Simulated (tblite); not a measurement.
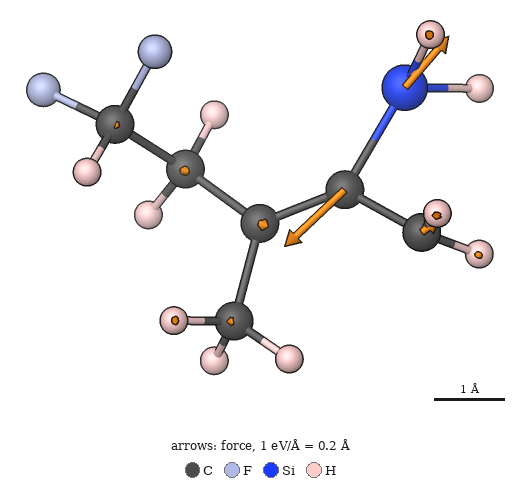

Starting geometry of C₆H₁₀F₂Si with the computed forces as orange arrows. A ball-and-stick model, seen face on.

Computed with GFN2-xTB geometry optimisation, gas phase in tblite. 

Question: Is this structure relaxed? If not, where do the atoms go?

Answer: It isn't relaxed: the largest force vector, on a C atom, is 6.07 eV/Å. The final displacements have little in common with the starting forces (cosine between the two patterns 0.26). After 79 geometry steps the energy has fallen by 141.2 kJ/mol. The largest move after the best rigid fit is that of an H atom, 0.39 Å. Largest moves by element: H 0.39 Å, Si 0.34 Å, C 0.27 Å, F 0.19 Å. Near-neighbour distances that change, for instance: C–Si 2.270 → 1.903 Å, C–Si 1.723 → 1.853 Å, C–C 1.420 → 1.505 Å, H–Si 1.479 → 1.450 Å. Among the angles between lasting bonds that change: C–C–Si 92.0° → 68.1°, C–C–Si 137.8° → 154.0°, C–C–C 130.2° → 137.8°.
